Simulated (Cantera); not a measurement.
Charge: 1 mol Si(CH3)4, 0.82 mol CH4, 850 mol H2, held at 53.0 mbar.

Cantera equilibrium calculation (NASA polynomials, part measured and part estimated; ideal gas, pure solids and liquids). Candidate condensed phases: C, C6H6, C7H8, C8H18, Si, SiC; 87 gas species. Rates play no part.

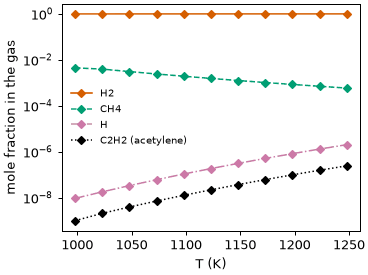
Fig. 1. Equilibrium gas composition (values under 1e-9 drawn at 1e-9)

Q: Read off the mole fractions at 1248 K.

A: H2 about 1.00, CH4 about 0.00059, H about 2.0e-6, C2H2 (acetylene) about 2.4e-7.
